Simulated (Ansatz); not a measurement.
## Electronic structure of CH$_{4}$AlCl (SMILES [CH2]1[AlH2-][Cl+]1) in real space

```xyz
7

C     0.7494    0.1748    0.9984
Al   -0.7546   -0.4522   -0.0935
Cl    0.7442    1.4667   -0.3326
H    -0.4466   -1.4943   -1.2424
H     0.6050    0.7119    1.9323
H    -2.2016    0.0661    0.2784
H     1.7313   -0.2895    0.9559
```

Geometry: PBE0-D4/def2-TZVP.

All numbers below come from Ansatz 0.2.0, isolated molecule in a Gaussian basis; Kohn-Sham density functional theory, functional PBE0.

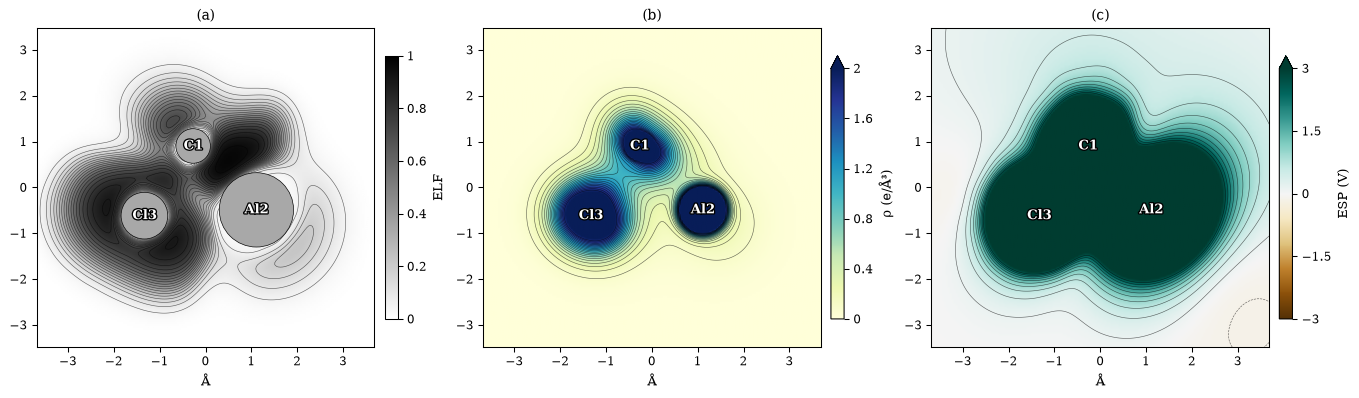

Figure 1. (a) electron localisation function; (b) total electron density; (c) electrostatic potential on the plane of atoms C1, Al2 and Cl3. Grey discs cover the atomic cores in the ELF map.

**What do the fields say about this system?**

The plane passes through C, Al and Cl nuclei.
C–Cl (1.85 Å): the density is about 1.1 e/Å³ at the midpoint; the ELF peaks at about 0.85 between the atoms; a covalent bond.
C–Al (1.96 Å): ρ is about 0.69 e/Å³ halfway; the ELF peaks at about 0.95 between the atoms; a shared but strongly polarised pair.
Al–Cl (2.45 Å): ρ is about 0.36 e/Å³ halfway, with its minimum of 0.24 e/Å³ about 0.9 Å from Al; the ELF peaks at about 0.80 in the valence shell of Cl, 0.8 Å from its nucleus, and is about 0.45 at the midpoint.
The ELF also peaks beside Cl3, away from the bonds: lone-pair regions.
The potential has no marked negative region in this plane.

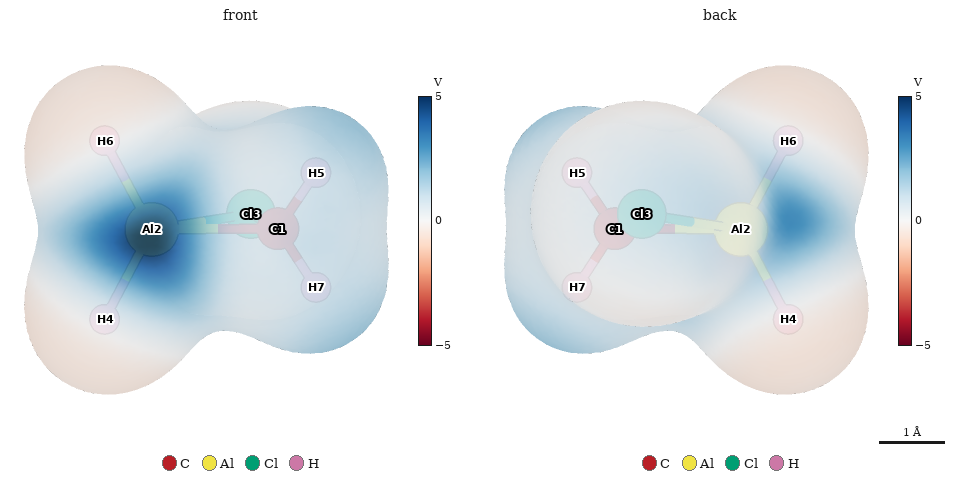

Figure 2. The molecular electrostatic potential painted on the density surface at 0.004 e/bohr³, seen from the front and from behind; the colour scale runs from red (negative) to blue (positive).

**Describe the electrostatic potential map.**

The most negative region (about −0.5 V) lies over H4 and H6, the most positive (about +4.6 V) over Al2.

**How polar is the molecule by this calculation?**

Its dipole moment is 1.59 D.

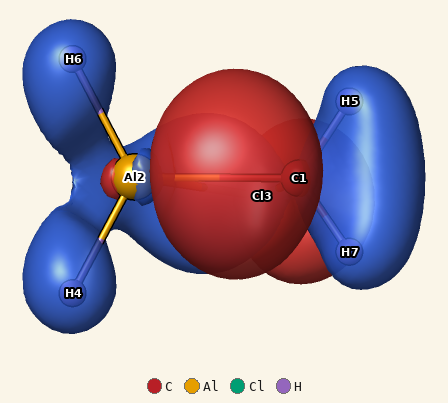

Figure 3. One frontier orbital at ±0.1 Å⁻³ᐟ² (red and blue are the two phases), seen across its widest extent.

**Which orbital is it: HOMO or LUMO?**

The HOMO, at −8.07 eV. By Hirshfeld shares it lies mainly on C1 (about 40 %), Cl3 (about 25 %) and Al2 (about 20 %); π-antibonding (π*) across C1–Cl3.
